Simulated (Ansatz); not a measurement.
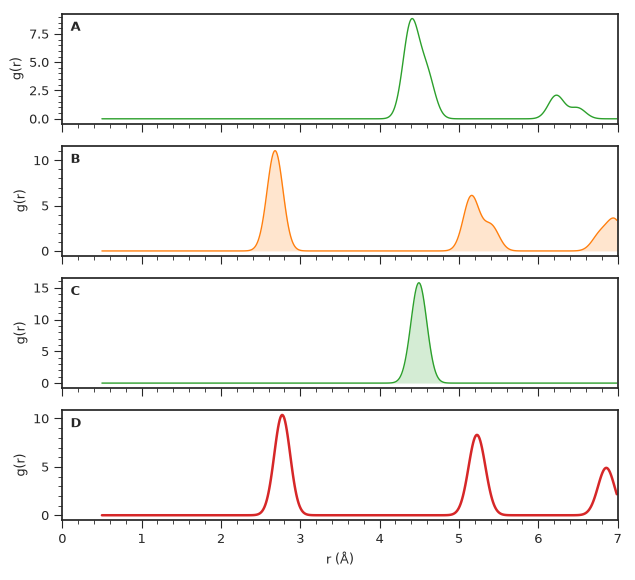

Calculated partial radial distribution functions of MgGeSb2, each distance broadened by a Gaussian of σ = 0.10 Å. Structure used: the end point of a relaxation with DFT, r2SCAN, plane waves, PAW (Ansatz 0.2.0); the starting structure was generated, so it need not be a known form of this composition.

```yaml
crystal:
  lattice:
    - [4.40241, 0.00000, 0.00000]
    - [0.00000, 4.40241, 0.00000]
    - [0.00000, 0.00000, 6.49518]
  atoms:
    - { symbol: Mg, position: [0.00000, 0.00000, 0.00000] }
    - { symbol: Sb, position: [0.00000, 0.50000, 0.26075] }
    - { symbol: Ge, position: [0.50000, 0.50000, 0.50000] }
    - { symbol: Sb, position: [0.50000, 0.00000, 0.73925] }
```

### The panels are unlabelled. Name the pair for each.

panel A is Sb–Sb (first distance 4.40 Å); panel B is Sb–Ge (first distance 2.69 Å); panel C is Mg–Ge (first distance 4.50 Å); panel D is Mg–Sb (first distance 2.78 Å).

### Give the first two coordination shells of each pair (distances closer than 0.12 Å counted as one shell; neighbours averaged over all atoms of the first element).

| pair | first shell (Å) | neighbours in it | second shell (Å) | neighbours in the second |
| --- | --- | --- | --- | --- |
| Sb–Sb | 4.40 | 8 Sb per Sb | 4.60 | 4 |
| Sb–Ge | 2.69 | 2 Ge per Sb | 5.16 | 4 |
| Mg–Ge | 4.50 | 8 Ge per Mg | beyond the range | – |
| Mg–Sb | 2.78 | 4 Sb per Mg | 5.21–5.28 | 12 |
